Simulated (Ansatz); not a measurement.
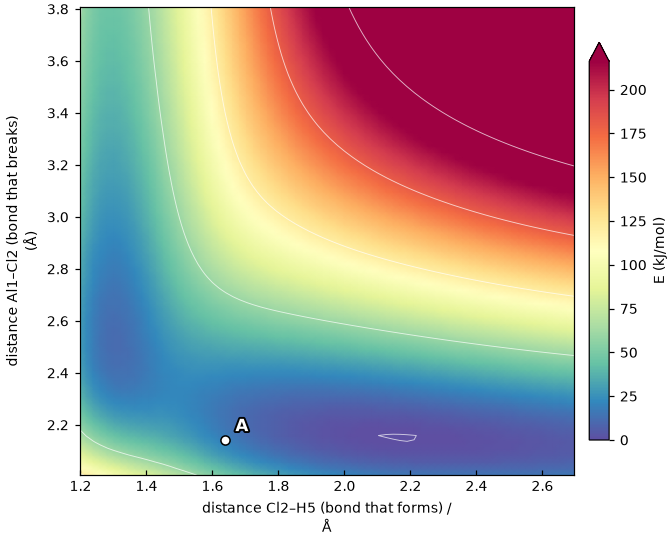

The reacting system AlCl₃FH (fragments AlCl₃FH where the first distance is long, AlCl₂F + ClH where the second is long). Coordinates scanned: (1) distance Cl2–H5 (bond that forms); (2) distance Al1–Cl2 (bond that breaks). Relaxed at each point: all other coordinates. The grid has 9 × 9 points. Points are written as (first, second). Energies: kJ/mol, counted from the lowest grid point. The reference is spin-restricted, so regions where a bond is pulled apart into radicals lie too high. All numbers below come from RKS PBE0-D4/def2-SVP in Ansatz 0.2.0.

Drawn: a smooth colour map with a few white contour lines, one colour for all values above the top of the scale, the point A. Between grid points the surface is interpolated.

Is A at rest? If not, where is it pushed?

A, at (1.637 Å, 2.141 Å), is not a stationary point. The computed force is 87 kJ/mol for each Å towards larger values of the first coordinate and 104 kJ/mol for each Å towards larger values of the second coordinate.
